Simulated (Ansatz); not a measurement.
Run report: CH$_{5}$ClGeO, geometry relaxation (part 2 of 2)

CH$_{5}$ClGeO; RKS B3LYP/def2-SVP (Ansatz 0.2.0). The input holds or restrains some coordinates. It belongs to a series of runs on one base structure; here: pulled along the bonds that form and break, towards end B.

Geometry of the input (Å):
```
Ge 0.0000  0.0000  0.0000
Cl 1.3501  0.0000  2.0083
H  1.7410  0.0000  0.1780
C  -0.9232  1.5994  -0.6527
H  -1.9758  1.3458  -0.8971
H  -0.9048  2.3840  0.1322
H  -0.4128  1.9760  -1.5636
O  -0.8337  -1.4443  -0.5894
H  -1.2883  -1.9100  0.1830
```

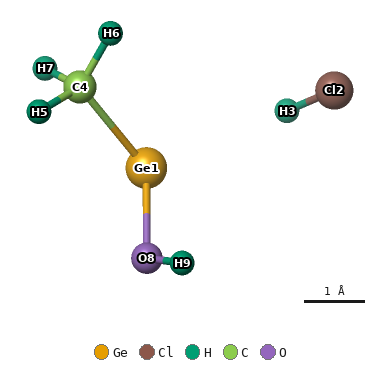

Figure 1. The geometry at step 7 of the log (ball-and-stick view, seen at a tilt; atoms are numbered from 1 in the order of the input).

### The program's output, continued
```
relax step  14: F+E_penalty+E_count = -72195.01491473 eV  Δ(F+E_penalty+E_count) = -8.270e-3 eV  max|allowed force component| = 8.988e-1 eV/Å  E_restraint = 0.01809376 eV  max|allowed force component, restraints' pulls added| = 9.744e-2 eV/Å  Δτ_max = 0.0999 Å  (30 SCF iters, accepted)
  distance Cl 1 - H 2 = 1.3353 Å
  distance Ge 0 - Cl 1 = 3.4212 Å
  distance Ge 0 - H 2 = 2.7501 Å
1082 factors; integrals over basis functions are off by at most 1.1e-3 eV
mean field evaluation 128: about -72195.0149 eV, gradient 2.1e-5 eV
mean field -72195.01491473 eV, -2653.1178625777 hartree, gradient 8.6e-6 eV, S^2 0.000000; 1 other end points of the search recorded, 0 dependent functions left out
the calculation of the forces begins
reference -72195.01515905 eV, -2653.1178715562 hartree; 34, 34 occupied and 69, 69 virtual orbitals, 1082 factors
Total energy: -72195.01515905 eV, -2653.1178715562 hartree
Atom 0 at     0.191401    -0.184970    -0.872063 Å, force    -0.065245    -0.080654     0.005525 eV/Å
Atom 1 at     1.882836     0.346147     2.053903 Å, force     0.331643    -0.407553    -0.885423 eV/Å
Atom 2 at     2.293474    -0.188329     0.901208 Å, force    -0.324052     0.411734     0.898813 eV/Å
Atom 3 at    -1.025205     1.413856    -0.716935 Å, force    -0.009582     0.055289     0.008083 eV/Å
Atom 4 at    -2.086043     1.146471    -0.862047 Å, force     0.006084     0.027575     0.001157 eV/Å
Atom 5 at    -0.907406     1.849846     0.291899 Å, force    -0.005255    -0.017329    -0.003095 eV/Å
Atom 6 at    -0.747662     2.194563    -1.444058 Å, force    -0.013086     0.010648    -0.008346 eV/Å
Atom 7 at    -0.981828    -1.467637    -0.402406 Å, force    -0.017950     0.001992     0.036860 eV/Å
Atom 8 at    -1.867069    -1.159047    -0.150800 Å, force     0.097443    -0.001702    -0.053574 eV/Å
Dipole moment:    -0.128387     0.241828    -0.118968 e Å
```

### Trajectory as extended XYZ (Å, eV, eV/Å), 14 frames, from step=1 to step=14
```
9
Properties=species:S:1:pos:R:3:forces:R:3 step=1 energy=-72193.83239
Ge    0.0000    0.0000    0.0000    4.5805   0.7104  -0.8408
Cl    1.3501    0.0000    2.0083   -1.4174  -0.0210   2.2454
H     1.7410    0.0000    0.1780   -2.0362  -0.1350  -2.7367
C    -0.9232    1.5994   -0.6527   -0.7973   0.4476   0.6313
H    -1.9758    1.3458   -0.8971    0.2926   0.1224   0.0676
H    -0.9048    2.3840    0.1322   -0.0320  -0.1141  -0.3265
H    -0.4128    1.9760   -1.5636    0.0261  -0.3025   0.3341
O    -0.8337   -1.4443   -0.5894   -1.2775  -1.2000   2.1473
H    -1.2883   -1.9100    0.1830    0.6612   0.4922  -1.5215
9
Properties=species:S:1:pos:R:3:forces:R:3 step=2 energy=-72192.55693
Ge   -0.1564    0.0118   -0.1161    7.5229   0.7030   0.1114
Cl    1.4362   -0.0001    2.0465   -0.6792   0.0264   0.9566
H     1.8426   -0.0008    0.2639   -2.5169  -0.0693  -1.1352
C    -0.9361    1.6120   -0.6559   -1.9874   1.4393   0.0443
H    -1.9768    1.3476   -0.8976   -0.2275   0.5306  -0.1687
H    -0.9050    2.3844    0.1317   -0.0338  -0.0363  -0.1625
H    -0.4126    1.9745   -1.5620    0.0280  -0.2683   0.2652
O    -0.8519   -1.4684   -0.5912   -2.2915  -2.2419   1.0097
H    -1.2875   -1.9101    0.1795    0.1855  -0.0835  -0.9208
9
Properties=species:S:1:pos:R:3:forces:R:3 step=3 energy=-72191.55702
Ge   -0.2886    0.0209   -0.2590    8.6778   0.4299   0.8144
Cl    1.5494   -0.0012    2.0603    0.7356   0.0530  -0.7528
H     1.9274   -0.0032    0.4033   -1.9993  -0.0465   1.3640
C    -0.9612    1.6317   -0.6615   -2.9456   2.6621  -0.7227
H    -1.9855    1.3562   -0.9014   -0.9639   0.9707  -0.4574
H    -0.9056    2.3851    0.1322   -0.0239   0.0337   0.0611
H    -0.4135    1.9730   -1.5601   -0.0601  -0.1488   0.1722
O    -0.8803   -1.4965   -0.5930   -3.1170  -3.3458  -0.3842
H    -1.2896   -1.9151    0.1780   -0.3036  -0.6083  -0.0946
9
Properties=species:S:1:pos:R:3:forces:R:3 step=4 energy=-72191.89627
Ge   -0.3551    0.0238   -0.4049    8.2834  -0.5949   0.6826
Cl    1.6821   -0.0019    2.0562    1.0174   0.0397  -1.8895
H     2.0017   -0.0059    0.5835   -1.3166  -0.0401   2.4136
C    -1.0052    1.6686   -0.6761   -2.7155   2.5622  -0.6611
H    -2.0127    1.3781   -0.9122   -1.5407   1.2046  -0.6172
H    -0.9071    2.3883    0.1359   -0.0916   0.1440   0.2147
H    -0.4182    1.9757   -1.5603   -0.2041   0.0447   0.0713
O    -0.9334   -1.5450   -0.6085   -2.7892  -2.5616  -0.7541
H    -1.2995   -1.9308    0.1850   -0.6431  -0.7987   0.5397
9
Properties=species:S:1:pos:R:3:forces:R:3 step=5 energy=-72193.43890
Ge   -0.2770   -0.0051   -0.5732    4.4745  -1.2230  -0.2853
Cl    1.8060   -0.0017    2.0763    0.3890   0.0311  -0.9456
H     2.0923   -0.0086    0.7557   -0.4778  -0.0445   1.0956
C    -1.0705    1.7260   -0.6948   -0.8734  -0.1488   0.0206
H    -2.0766    1.4310   -0.9343   -1.2539   1.0175  -0.4139
H    -0.9185    2.4009    0.1466   -0.1963   0.2074   0.1985
H    -0.4426    1.9996   -1.5616   -0.3925   0.3636  -0.0259
O    -1.0298   -1.6290   -0.6334   -1.1706   0.1375   0.0686
H    -1.3308   -1.9622    0.2174   -0.4990  -0.3408   0.2873
9
Properties=species:S:1:pos:R:3:forces:R:3 step=6 energy=-72194.19077
Ge   -0.1327   -0.0695   -0.6869    1.5810  -0.5299  -0.0641
Cl    1.8415    0.0029    2.1176    0.3126   0.0129  -1.1348
H     2.1664   -0.0118    0.8099   -0.3819  -0.0320   1.1454
C    -1.0975    1.6899   -0.6869    0.1216  -0.8830  -0.2024
H    -2.1338    1.4862   -0.9568   -0.4697   0.5601  -0.0518
H    -0.9393    2.3850    0.1493   -0.1615  -0.0846   0.0855
H    -0.4879    2.0244   -1.5527   -0.4569   0.4008   0.0096
O    -1.1063   -1.6075   -0.6333   -0.2812   0.5224   0.2948
H    -1.3579   -1.9486    0.2385   -0.2640   0.0334  -0.0821
9
Properties=species:S:1:pos:R:3:forces:R:3 step=7 energy=-72194.52147
Ge    0.0304   -0.1019   -0.7483   -0.3394  -0.3133   0.1225
Cl    1.8837    0.0158    2.1493    0.3284  -0.0308  -1.1413
H     2.2703   -0.0415    0.8643   -0.3671   0.0163   1.1275
C    -1.1080    1.5921   -0.6989    0.5846  -0.1785  -0.7188
H    -2.1697    1.4536   -0.9627    0.0359   0.0182   0.1924
H    -0.9691    2.2661    0.1647   -0.0694  -0.1667   0.0342
H    -0.5819    2.0794   -1.5664   -0.4622   0.0669   0.3730
O    -1.1279   -1.5200   -0.6282    0.6268   0.5438  -0.2439
H    -1.4751   -1.7928    0.2249   -0.3375   0.0441   0.2544
9
Properties=species:S:1:pos:R:3:forces:R:3 step=8 energy=-72194.58708
Ge    0.0897   -0.0986   -0.7362   -0.2165  -0.1461  -0.1729
Cl    1.9192    0.0271    2.1550    0.2984  -0.0451  -0.9385
H     2.3132   -0.0656    0.8825   -0.3311   0.0374   0.9544
C    -1.0942    1.5491   -0.7273    0.3137   0.2534  -0.5002
H    -2.1625    1.3795   -0.9484    0.0826  -0.0739   0.1349
H    -0.9821    2.1781    0.1752   -0.0280  -0.0970  -0.0009
H    -0.6507    2.1420   -1.5775   -0.3124  -0.2301   0.4675
O    -1.0613   -1.5043   -0.6366   -0.8904  -0.2890   2.2158
H    -1.6187   -1.6565    0.2120    1.0837   0.5905  -2.1600
9
Properties=species:S:1:pos:R:3:forces:R:3 step=9 energy=-72194.75862
Ge    0.1189   -0.1056   -0.7652   -0.1959  -0.2706  -0.2128
Cl    1.9227    0.0479    2.1493    0.2611  -0.0539  -0.8025
H     2.3273   -0.0805    0.8904   -0.2844   0.0513   0.8131
C    -1.0892    1.5259   -0.7281    0.1604   0.1174  -0.2577
H    -2.1580    1.3285   -0.9166    0.0408  -0.0450   0.0920
H    -0.9751    2.1359    0.1863   -0.0185  -0.0898   0.0263
H    -0.6934    2.1501   -1.5680   -0.1885  -0.1910   0.2889
O    -0.9867   -1.5433   -0.5785   -0.9776   0.3555   1.6866
H    -1.7139   -1.5080    0.1291    1.2026   0.1262  -1.6339
9
Properties=species:S:1:pos:R:3:forces:R:3 step=10 energy=-72194.90798
Ge    0.1781   -0.1100   -0.8149   -0.5603  -0.1063  -0.0008
Cl    1.9246    0.1541    2.1232    0.3042  -0.2450  -0.9223
H     2.3310   -0.1893    0.9000   -0.3119   0.2491   0.9253
C    -1.0933    1.4844   -0.7203    0.4621  -0.0283  -0.1456
H    -2.1520    1.2469   -0.9079    0.0052  -0.0720   0.0298
H    -0.9983    2.0518    0.2217   -0.0041  -0.0537   0.0352
H    -0.7170    2.1446   -1.5285   -0.2047   0.0353   0.1047
O    -0.9543   -1.4917   -0.5091   -0.3828   0.1744   0.7415
H    -1.7664   -1.3397    0.0345    0.6924   0.0465  -0.7679
9
Properties=species:S:1:pos:R:3:forces:R:3 step=11 energy=-72194.97112
Ge    0.1872   -0.1268   -0.8482   -0.3352  -0.1003   0.0501
Cl    1.8990    0.2430    2.0931    0.2716  -0.3145  -0.8063
H     2.2983   -0.2241    0.9137   -0.2696   0.3176   0.8088
C    -1.0665    1.4622   -0.7040    0.3030  -0.0117  -0.1452
H    -2.1232    1.1942   -0.8561   -0.0425  -0.0095   0.0357
H    -0.9523    2.0189    0.2417    0.0017  -0.0775   0.0489
H    -0.7448    2.1428   -1.5140   -0.1433   0.0666   0.0324
O    -0.9512   -1.4828   -0.4890   -0.1222   0.0833   0.3614
H    -1.7940   -1.2763   -0.0386    0.3366   0.0459  -0.3857
9
Properties=species:S:1:pos:R:3:forces:R:3 step=12 energy=-72194.91740 accepted=F
Ge    0.2044   -0.1456   -0.8942   -0.0193  -0.0428   0.0522
Cl    1.8872    0.4301    2.0384    0.5363  -1.2129  -1.6225
H     2.2386   -0.3602    0.9547   -0.5416   1.2224   1.6170
C    -1.0382    1.4361   -0.7038    0.0457   0.1109  -0.1425
H    -2.0974    1.1423   -0.8009   -0.0079   0.0322   0.0229
H    -0.8896    1.9248    0.2774    0.0096  -0.0704  -0.0510
H    -0.8038    2.1861   -1.4852   -0.0565  -0.0805   0.1287
O    -0.9221   -1.4741   -0.4348   -0.8450   0.3014   0.2963
H    -1.8266   -1.1885   -0.1529    0.8787  -0.2605  -0.3011
9
Properties=species:S:1:pos:R:3:forces:R:3 step=13 energy=-72195.00665
Ge    0.1931   -0.1476   -0.8624   -0.1242  -0.0512   0.0095
Cl    1.9017    0.3252    2.0640    0.2831  -0.4351  -0.8331
H     2.2788   -0.2602    0.9271   -0.2779   0.4412   0.8425
C    -1.0475    1.4434   -0.7101    0.0934  -0.0094  -0.0684
H    -2.1056    1.1655   -0.8455   -0.0216   0.0119   0.0222
H    -0.9278    1.9444    0.2671    0.0110  -0.0485   0.0030
H    -0.7672    2.1740   -1.4889   -0.0534   0.0298   0.0294
O    -0.9482   -1.4772   -0.4431   -0.1128   0.0625   0.1713
H    -1.8248   -1.2167   -0.1094    0.2024  -0.0012  -0.1763
9
Properties=species:S:1:pos:R:3:forces:R:3 step=14 energy=-72195.01492
Ge    0.1914   -0.1850   -0.8721   -0.0652  -0.0807   0.0055
Cl    1.8828    0.3461    2.0539    0.3316  -0.4076  -0.8854
H     2.2935   -0.1883    0.9012   -0.3241   0.4117   0.8988
C    -1.0252    1.4139   -0.7169   -0.0096   0.0553   0.0081
H    -2.0860    1.1465   -0.8620    0.0061   0.0276   0.0012
H    -0.9074    1.8498    0.2919   -0.0053  -0.0173  -0.0031
H    -0.7477    2.1946   -1.4441   -0.0131   0.0106  -0.0083
O    -0.9818   -1.4676   -0.4024   -0.0180   0.0020   0.0369
H    -1.8671   -1.1590   -0.1508    0.0974  -0.0017  -0.0536
```

### Results in brief

| quantity | value |
| --- | --- |
| outcome | converged under the restraints of the input |
| total energy | −72195.0152 eV |
| mean-field energy | −72195.0152 eV |
| largest force (length of the vector) at the end, held atoms and coordinates included | 1.040 eV/Å |
| hardware | 2 threads of Arm Neoverse V2, 24 GiB of memory available, shared host |
| wall time | 41 s (CPU time 79 s) |
| peak memory | 0.23 GiB |
